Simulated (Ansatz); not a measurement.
# GeCl2 (germanium dichloride): CCSDT(Q)/B/SBKJC-VDZ (core potential, nuclear model gaussian, 1 point charge, start density atoms)

What is the energy change on altering one bond length of GeCl2 (germanium dichloride) at CCSDT(Q)/B/SBKJC-VDZ (core potential, nuclear model gaussian, 1 point charge, start density atoms)? 

The results are computed with Ansatz 0.2.0.

12 further runs of the same task are left out: 3 for a known fault of the program, 4 that didn't finish, 5 set aside as unsound or not needed. Runs told in other sessions of the task aren't counted.

**1. Starting point**

The species is GeCl2 (3 atoms), meant as a singlet with charge 0. SMILES: `Cl[Ge]Cl`. Geometry: relaxed at PBE0-D4/def2-TZVP.

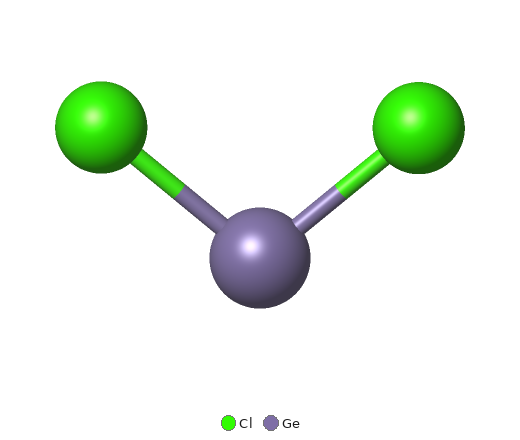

Viewed from a chosen angle; chlorine green, germanium purple.

**2. A single-point energy at CCSDT(Q)/B/SBKJC-VDZ (core potential, nuclear model gaussian, 1 point charge, start density atoms)**

The input, input.yaml:

```yaml
crystal:
  periodic: [false, false, false]
  atoms:
    - symbol: Cl
      position_ang: [-0.065420, -1.681680, 0.422740]
    - symbol: Ge
      position_ang: [-0.421210, 0.067170, -0.832020]
    - symbol: Cl
      position_ang: [0.486630, 1.614500, 0.409270]
basis:
  gaussian:
    orbitals: SBKJC-VDZ.json
    nuclear_model: gaussian
    point_charges: [{charge: -0.5, position_ang: [2.1389, 0.6334, -5.7210]}]
hamiltonian:
  pseudopotentials: {relativity: none}
correlation:
  method: ccsdt_q_b
  electrons: outside_noble_gas
output: {orbitals: {seedname: orbitals}}
```

The basis set SBKJC-VDZ is read from a file made from the Basis Set Exchange's data (not shown).

The run is started by

```bash
$ ansatz run input.yaml --threads 1 --pin off --max-ram 3480MiB --events-out events.jsonl --progress --plain --runs-dir runs
```

The log of the run:

```text
Warning: RAYON_NUM_THREADS=1 ignored (pool sized by the plan → 1); use --threads N
Functional definition: HF
  name "HF"
  exchange = exact_x
  correlation = 0
558 factors; integrals over basis functions are off by at most 4.0e-8 eV
mean field evaluation 1: about -900.2092 eV, gradient 1.4e1 eV
mean field evaluation 2: about -900.2137 eV, gradient 1.4e1 eV
mean field evaluation 4: about -901.2546 eV, gradient 6.7e-1 eV
mean field evaluation 8: about -901.2599 eV, gradient 3.3e-5 eV
mean field evaluation 16: about -901.2566 eV, gradient 4.4e-2 eV
mean field -901.25986024 eV, -33.1206889680 hartree, gradient 4.0e-6 eV, S^2 0.000000; 0 other end points of the search recorded, 0 dependent functions left out
reference -901.25986024 eV, -33.1206889680 hartree; 9, 9 occupied and 15, 15 virtual orbitals, 558 factors
second order -2.67320903 eV of doubles, -0.00000000 eV of singles
cycle   1  -2.92529359 eV  change   -2.5e-1 eV  update   9.1e-2
cycle   2  -3.12503680 eV  change   -2.0e-1 eV  update   4.1e-2
cycle   3  -3.22468225 eV  change   -1.0e-1 eV  update   2.1e-2
cycle   4  -3.23108816 eV  change   -6.4e-3 eV  update   5.7e-3
cycle   5  -3.22744858 eV  change    3.6e-3 eV  update   3.1e-3
cycle   6  -3.22740627 eV  change    4.2e-5 eV  update   8.6e-4
cycle   7  -3.22762111 eV  change   -2.1e-4 eV  update   2.8e-4
cycle   8  -3.22766264 eV  change   -4.2e-5 eV  update   1.1e-4
cycle   9  -3.22765796 eV  change    4.7e-6 eV  update   3.7e-5
cycle  10  -3.22765465 eV  change    3.3e-6 eV  update   1.4e-5
cycle  11  -3.22765179 eV  change    2.9e-6 eV  update   5.0e-6
cycle  12  -3.22765367 eV  change   -1.9e-6 eV  update   2.3e-6
cycle  13  -3.22765381 eV  change   -1.4e-7 eV  update   1.1e-6
perturbative correction 0.00007624 eV, 0.0000028019 hartree
Total energy: -904.48743780 eV, -33.2393002557 hartree
```

It took 3.3 s on 1 thread of Intel Xeon Platinum 8488C (Sapphire Rapids), shared host; peak memory 0.16 GiB.

**3. The distorted shape, same level**

Changes to input.yaml since step 2:

```diff
@@ -4,5 +4,5 @@
     - symbol: Cl
-      position_ang: [-0.065420, -1.681680, 0.422740]
+      position_ang: [-0.973252, -3.228996, -0.818539]
     - symbol: Ge
-      position_ang: [-0.421210, 0.067170, -0.832020]
+      position_ang: [-1.329042, -1.480146, -2.073299]
     - symbol: Cl
```

The basis set SBKJC-VDZ is read from a file made from the Basis Set Exchange's data (not shown).

The run is started by

```bash
$ ansatz run input.yaml --threads 1 --pin off --max-ram 3480MiB --events-out events.jsonl --progress --plain --runs-dir runs
```

The log of the run:

```text
Warning: RAYON_NUM_THREADS=1 ignored (pool sized by the plan → 1); use --threads N
[... 83 lines left out ...]
Total energy: -901.87001843 eV, -33.1431118679 hartree
```

Run time: 16 s. Hardware: 1 thread of Intel Xeon Platinum 8488C (Sapphire Rapids), shared host; peak memory 0.23 GiB.

**4. Results**

At CCSDT(Q)/B/SBKJC-VDZ (core potential, nuclear model gaussian, 1 point charge, start density atoms):

| quantity | value |
| --- | --- |
| first shape: total energy | -33.23930 Eh |
| first shape: HOMO–LUMO gap (Hartree–Fock orbitals) | 10.20 eV |
| first shape: correlation energy | -118.6 mEh |
| first shape: T1 diagnostic | 0.015 |
| distorted shape: total energy | -33.14311 Eh |
| distorted shape: HOMO–LUMO gap (Hartree–Fock orbitals) | 4.71 eV |
| distorted shape: correlation energy | -149.1 mEh |
| distorted shape: T1 diagnostic | 0.118 |
| energy change with the Ge2–Cl3 bond stretched from 2.182 to 4.363 Å | 2.617 eV |

**Reading.** With the Ge2–Cl3 bond stretched from 2.182 to 4.363 Å the energy rises by 2.62 eV (60 kcal/mol). The first shape isn't relaxed at this level, so the change isn't measured from a minimum. The T1 diagnostic (distorted shape) of 0.118 is above the customary mark for such species, so a single reference may not serve. The restricted solution (distorted shape) is unstable to spin breaking: an unrestricted one lies lower.
